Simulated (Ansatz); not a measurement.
## Ag: 3 layers

Base system: Ag in the fcc (Cu type) structure (space group Fm-3m, No. 225; a = 4.055 Å). Axes: x, y, z lie along the cube axes.

Perturbation: a free-standing slab of 3 layers (3 atoms, 1 a layer) is cut normal to [111], with 15 Å of vacuum and the in-plane cell held at bulk.

Method: PBEsol (Ansatz, a program for electronic structure, PAW, no spin-orbit coupling), earlier PAW set. Γ-centred 19×19×1 mesh, Fermi–Dirac width 0.05 eV, for the changed cell.

| quantity | base | changed | shift |
|---|---|---|---|
| layer's space group (with vacuum) | – | P-3m1 (No. 164) | – |
| shortest interatomic distance | 2.867 Å | 2.851 Å | -0.0165 Å |
| band gap | zero | zero | – |
| excess energy per area of both faces (slab less bulk energy over the cell's area: twice a surface energy) (uncertain by up to 0.07 J/m²) | – | 2.0 J/m² | – |
| thickness between the outermost nuclei | – | 4.64 Å | – |
| change of the spacing d12 from its bulk value of 2.341 Å | – | -0.9 % | – |

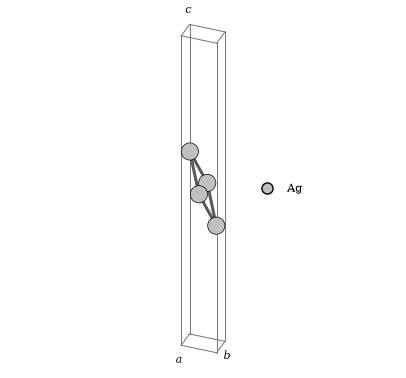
Figure. The relaxed cell after the change

The excess energy carries the mismatch between the slab's and the bulk's meshes. No phonon test of stability was made.
